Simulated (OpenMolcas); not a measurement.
**CH7NOSi (SMILES CO[SiH2]N): levels of theory compared**

Aim: a comparison of 6 runs (B3LYP/6-31G*, B2PLYP/cc-pVDZ, B3LYP/cc-pVDZ, PBE/cc-pVDZ, TPSS/cc-pVDZ, MP2/cc-pVDZ) of CH7NOSi. 

The results are computed with OpenMolcas 26.06.

1 further run of the same task is left out (set aside as unsound or not needed).

## Step 1: The structure to begin with

The species is CH7NOSi (11 atoms), meant as a singlet with charge 0. SMILES: `CO[SiH2]N`. Geometry: relaxed at PBE0-D4/def2-TZVP. This is one conformer, not always the lowest.

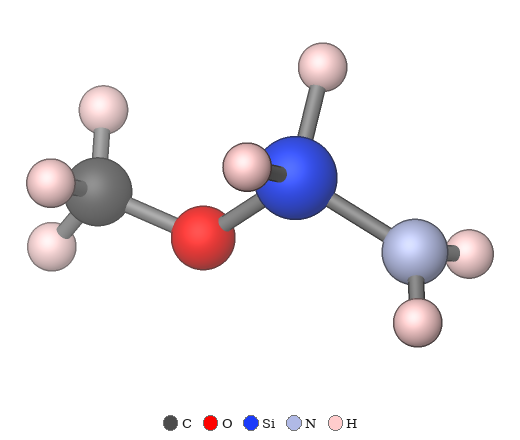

The structure, seen from a chosen angle (carbon dark grey, oxygen red, silicon blue, nitrogen light blue, hydrogen pink).

## Step 2: Energy and gradient at B3LYP/6-31G(d) (spherical functions) (run 1)

File run.inp:

```
&GATEWAY
BasLib=$CurrDir
BasisSet
C.6-31Gs....
C1 -0.655300 1.711900 0.500200 angstrom
End of Basis
BasisSet
O.6-31Gs....
O2 -0.610600 0.508700 -0.227100 angstrom
End of Basis
BasisSet
Si.6-31Gs....
Si3 0.533800 -0.642700 0.054300 angstrom
End of Basis
BasisSet
N.6-31Gs....
N4 0.344700 -2.006900 -0.943700 angstrom
End of Basis
BasisSet
H.6-31Gs....
H5 0.258400 2.302900 0.362300 angstrom
H6 -1.501500 2.301200 0.142400 angstrom
H7 -0.790700 1.531800 1.573800 angstrom
H8 0.421900 -1.079900 1.472300 angstrom
H9 1.874600 -0.055000 -0.212100 angstrom
H10 -0.403400 -2.661100 -0.783300 angstrom
H11 0.593600 -1.968000 -1.918400 angstrom
End of Basis
&SEWARD
GridInput
Grid=UltraFine
End of Grid
&SCF
KSDFT=B3LYP
Thresholds=1e-10 1e-07 1e-07 1e-05
PrOrbitals=0
&ALASKA
```

The basis set 6-31G* is read from a file made from the Basis Set Exchange's data (not shown).

On the command line:

```sh
export MOLCAS_MEM=1860
pymolcas run.inp > run.log
```

The program printed:

```text
--- Start Module: gateway ---
[...]
--- Stop Module: gateway /rc=_RC_ALL_IS_WELL_ ---
[...]
      Basis functions           74
[...]
--- Start Module: scf ---
[...]
       Convergence after  14 Iterations
[...]
::    Total KS-DFT energy                            -461.8304073535
[...]
      Total spin, S                                     0.0000000000
[...]
      Total electronic charge=   42.000000
      Total            charge=   -0.000000
[...]
      Dipole Moment (debye):
      Origin of the operator (angstrom)=    0.0336   -0.2211   -0.1127
                   X= -4.0107E-01               Y=  4.9995E-03               Z= -3.2632E-01           Total=  5.1708E-01
      Quadrupole Moment (debye*angstrom):
[...]
--- Stop Module: scf /rc=_RC_ALL_IS_WELL_ ---
[...]
--- Start Module: alaska ---
[...]
 *              Molecular gradients               *
 **************************************************
  Irreducible representation: a
 ------------------------------------------------------------------------------------------
                              X                       Y                       Z
 ------------------------------------------------------------------------------------------
  C1                3.35367851197921E-04   -3.35622110967559E-03   -1.86594017099972E-03
  O2                7.98822103481100E-03   -2.61308786455672E-03    5.39513295671323E-03
  SI3              -7.28186933042707E-03   -7.47910660306772E-04   -6.72536292427850E-03
  N4               -2.54396329089124E-03    5.18349393974837E-03    1.07098097738678E-03
  H5               -1.70216093217501E-03   -1.68800261712754E-03    4.97553997567957E-05
  H6                1.66980178262222E-03   -1.46452061407665E-03    5.17889330890364E-04
  H7                3.71931046131757E-04   -1.63348107756069E-04   -2.32172524742724E-03
  H8               -5.06826108842111E-04    1.08503697037587E-03   -5.99712829552956E-04
[...]
--- Stop Module: alaska /rc=_RC_ALL_IS_WELL_ ---
[...]
```

Run time: 50 s. Hardware: 1 thread of AMD EPYC 7R43 (Zen 3), shared host; peak memory 0.43 GiB.

## Step 3: The energy at B2PLYP/cc-pVDZ (run 2)

File struct.xyz:

```xyz
11

C     -0.655300     1.711900     0.500200
O     -0.610600     0.508700    -0.227100
Si     0.533800    -0.642700     0.054300
N      0.344700    -2.006900    -0.943700
H      0.258400     2.302900     0.362300
H     -1.501500     2.301200     0.142400
H     -0.790700     1.531800     1.573800
H      0.421900    -1.079900     1.472300
H      1.874600    -0.055000    -0.212100
H     -0.403400    -2.661100    -0.783300
H      0.593600    -1.968000    -1.918400
```

File calc.inp:

```
* CH7NOSi Kohn-Sham DFT
>>> EXPORT MOLCAS_PRINT=2

&GATEWAY
 BasLib
 $CurrDir
 Coord
 struct.xyz
 Basis
 cc-pVDZ
 Group
 NoSym

&SEWARD
 GridInput
 Grid=UltraFine
 End of Grid

&SCF
 KSDFT
 B2PLYP_SCF
 Thresholds
 1e-10 1e-07 1e-07 1e-05
 PrOrbitals
 1 1

&MBPT2
 Frozen
 8
```

The basis set cc-pVDZ is read from a file made from the Basis Set Exchange's data (not shown).

On the command line:

```sh
export MOLCAS_MEM=1860
pymolcas calc.inp > calc.log
```

The program printed:

```text
--- Start Module: gateway ---
[...]
--- Stop Module: gateway /rc=_RC_ALL_IS_WELL_ ---
[...]
      Basis functions           95
[...]
--- Start Module: scf ---
[...]
       Convergence after  13 Iterations
[...]
::    Total KS-DFT energy                            -461.3318423838
[...]
      Total spin, S                                     0.0000000000
[...]
      Total electronic charge=   42.000000
      Total            charge=   -0.000000
[...]
      Dipole Moment (debye):
      Origin of the operator (angstrom)=    0.0336   -0.2211   -0.1127
                   X= -3.2845E-01               Y=  4.5245E-03               Z= -2.6256E-01           Total=  4.2052E-01
      Quadrupole Moment (debye*angstrom):
[...]
--- Stop Module: scf /rc=_RC_ALL_IS_WELL_ ---
[...]
--- Start Module: mbpt2 ---
[...]
 ###    WARNING: MP2 implementation intended for RHF references only         ###
 ###############################################################################
MBPT2 WARNING: Reference function according to RunFile:KS-DFT
I'll assume you know what you're doing and continue
WARNING!
Default frozen orbitals as non valence orbitals is overwritten by user input.
Default values:   5
[...]
       Reference weight ( Cref**2 )         =        0.77806
::    Total MBPT2 energy                             -462.0629459582
[...]
      Total MBPT2 calculations                           0.52      0.60
--- Stop Module: mbpt2 /rc=_RC_ALL_IS_WELL_ ---
[...]
```

It took 47 s on 1 thread of AMD EPYC 7R43 (Zen 3), shared host; peak memory 0.52 GiB.

Runs 3 to 5 aren't shown in full; the table further down has their settings and results.

## Step 4: A single-point energy at MP2/cc-pVDZ (run 6)

File test.inp:

```
* CH7NOSi MP2

&GATEWAY
 BasLib
 $CurrDir
 Coord
 11
 angstrom
 C       -0.655300       1.711900       0.500200
 O       -0.610600       0.508700      -0.227100
 Si       0.533800      -0.642700       0.054300
 N        0.344700      -2.006900      -0.943700
 H        0.258400       2.302900       0.362300
 H       -1.501500       2.301200       0.142400
 H       -0.790700       1.531800       1.573800
 H        0.421900      -1.079900       1.472300
 H        1.874600      -0.055000      -0.212100
 H       -0.403400      -2.661100      -0.783300
 H        0.593600      -1.968000      -1.918400
 Basis
 cc-pVDZ
 Group
 NoSym

&SEWARD

&SCF
 Thresholds
 1e-10 1e-07 1e-07 1e-05
 PrOrbitals
 0

&MBPT2
 Frozen
 8
```

The basis set cc-pVDZ is read from a file made from the Basis Set Exchange's data (not shown).

On the command line:

```sh
export MOLCAS_MEM=1860
pymolcas test.inp > test.log
```

The program printed:

```text
--- Start Module: gateway ---
[...]
--- Stop Module: gateway /rc=_RC_ALL_IS_WELL_ ---
[...]
      Basis functions           95
[...]
--- Start Module: scf ---
[...]
       Convergence after  13 Iterations
[...]
::    Total SCF energy                               -460.2448944731
[...]
      Total spin, S                                     0.0000000000
[...]
      Total electronic charge=   42.000000
      Total            charge=   -0.000000
[...]
      Dipole Moment (debye):
      Origin of the operator (angstrom)=    0.0336   -0.2211   -0.1127
                   X= -2.8897E-01               Y=  1.1329E-01               Z= -1.5927E-01           Total=  3.4886E-01
      Quadrupole Moment (debye*angstrom):
[...]
--- Stop Module: scf /rc=_RC_ALL_IS_WELL_ ---
[...]
--- Start Module: mbpt2 ---
[...]
WARNING!
Default frozen orbitals as non valence orbitals is overwritten by user input.
Default values:   5
[...]
       Reference weight ( Cref**2 )         =        0.84264
::    Total MBPT2 energy                             -460.8459089680
[...]
      Total MBPT2 calculations                           0.45      0.51
--- Stop Module: mbpt2 /rc=_RC_ALL_IS_WELL_ ---
[...]
```

Run time: 13 s. Hardware: 1 thread of AMD EPYC 7R43 (Zen 3), shared host; peak memory 0.52 GiB.

## Step 5: All runs side by side

| run | level | task | frozen core orbitals | energy (Eh) | dipole moment (D) of the reference | HOMO energy (eV) | LUMO energy (eV) | wall time |
| --- | --- | --- | --- | --- | --- | --- | --- | --- |
| 1 | B3LYP/6-31G* (spherical functions) | gradient | – | -461.830407 | 0.52 | -7.17 | 1.30 | 50 s |
| 2 | B2PLYP/cc-pVDZ | energy | 8 | -461.529240 | 0.42 | -8.87 | 2.65 | 47 s |
| 3 | B3LYP/cc-pVDZ | gradient | – | -461.851059 | 0.53 | -7.20 | 1.21 | 70 s |
| 4 | PBE/cc-pVDZ | gradient | – | -461.461615 | 0.65 | -5.99 | 0.59 | 72 s |
| 5 | TPSS/cc-pVDZ | gradient | – | -461.879405 | 0.62 | -6.08 | 0.85 | 93 s |
| 6 | MP2/cc-pVDZ | energy | 8 | -460.845909 | 0.35 | -11.25 | 4.73 | 13 s |

## Step 6: What came out

| quantity | value |
| --- | --- |
| run 6: total energy | -460.84591 Eh |
| run 6: dipole moment (mean-field density) | 0.35 D |
| run 6: HOMO energy (Hartree–Fock orbitals) | -11.25 eV |
| run 6: LUMO energy (Hartree–Fock orbitals) | 4.73 eV |
| run 6: HOMO–LUMO gap (Hartree–Fock orbitals) | 15.98 eV |
| run 6: correlation energy (8 core orbitals frozen) | -601.0 mEh |

Over runs 1, 2, 3, 4, 5 the dipole moment (its size) runs from 0.42 D (B2PLYP/cc-pVDZ) to 0.65 D (PBE/cc-pVDZ). A double hybrid's value is that of its SCF part. Over runs 1, 2, 3, 4, 5 the HOMO–LUMO gap runs from 6.58 eV (PBE/cc-pVDZ) to 11.52 eV (B2PLYP/cc-pVDZ). For B2PLYP the log adds the whole second-order term; the table takes 0.27 of it, as the functional is defined. Totals of different functionals can't be ranked against each other. All runs together took 5.8 min, the longest 93 s.
